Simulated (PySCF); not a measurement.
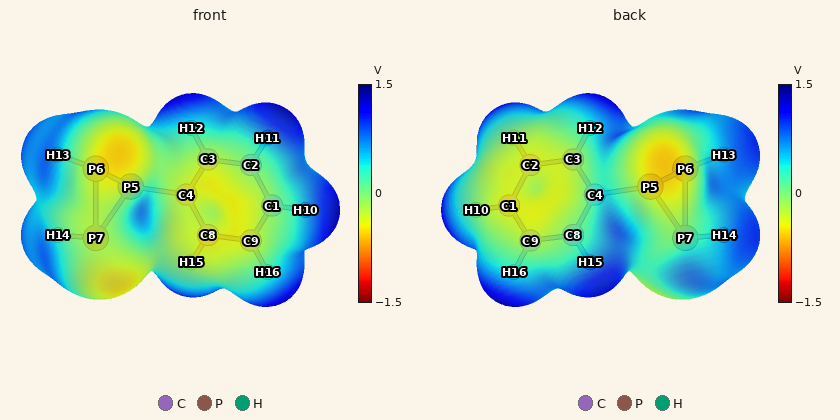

*C6H7P3 (SMILES c1ccc(-p2[pH][pH]2)cc1). The molecular electrostatic potential painted on the density surface at 0.004 e/bohr³, seen from the front and from behind; red is negative and blue positive.*

Geometry: GFN2-xTB.

Level of theory: PySCF 2.14.0, PBE0/def2-SVPD, SCF density, gas phase.

```json
{"atom": "C", "x (Å)": "-2.4926", "y (Å)": "-0.2735", "z (Å)": "0.3963"}
{"atom": "C", "x (Å)": "-1.6068", "y (Å)": "-0.4905", "z (Å)": "1.4389"}
{"atom": "C", "x (Å)": "-0.2484", "y (Å)": "-0.5590", "z (Å)": "1.1917"}
{"atom": "C", "x (Å)": "0.2317", "y (Å)": "-0.3985", "z (Å)": "-0.1032"}
{"atom": "P", "x (Å)": "2.0244", "y (Å)": "-0.5603", "z (Å)": "-0.4424"}
{"atom": "P", "x (Å)": "2.7386", "y (Å)": "1.0687", "z (Å)": "0.8103"}
{"atom": "P", "x (Å)": "2.3642", "y (Å)": "1.3935", "z (Å)": "-1.3362"}
{"atom": "C", "x (Å)": "-0.6609", "y (Å)": "-0.1966", "z (Å)": "-1.1498"}
{"atom": "C", "x (Å)": "-2.0185", "y (Å)": "-0.1290", "z (Å)": "-0.8971"}
{"atom": "H", "x (Å)": "-3.5530", "y (Å)": "-0.2147", "z (Å)": "0.5922"}
{"atom": "H", "x (Å)": "-1.9744", "y (Å)": "-0.6065", "z (Å)": "2.4479"}
{"atom": "H", "x (Å)": "0.4499", "y (Å)": "-0.7266", "z (Å)": "2.0012"}
{"atom": "H", "x (Å)": "4.0819", "y (Å)": "0.6857", "z (Å)": "0.7006"}
{"atom": "H", "x (Å)": "3.6469", "y (Å)": "1.0620", "z (Å)": "-1.7923"}
{"atom": "H", "x (Å)": "-0.2831", "y (Å)": "-0.0831", "z (Å)": "-2.1575"}
{"atom": "H", "x (Å)": "-2.7075", "y (Å)": "0.0374", "z (Å)": "-1.7121"}
```

### Which sites attract a positive test charge, and which a negative one?

A positive charge is drawn to the negative regions and a negative charge to the positive ones. The most negative region (about −0.6 V) lies over P5, P6 and P7, the most positive (about +1.3 V) over the H atoms.

### How polar is the molecule by this calculation?

Its dipole moment is 0.49 D.
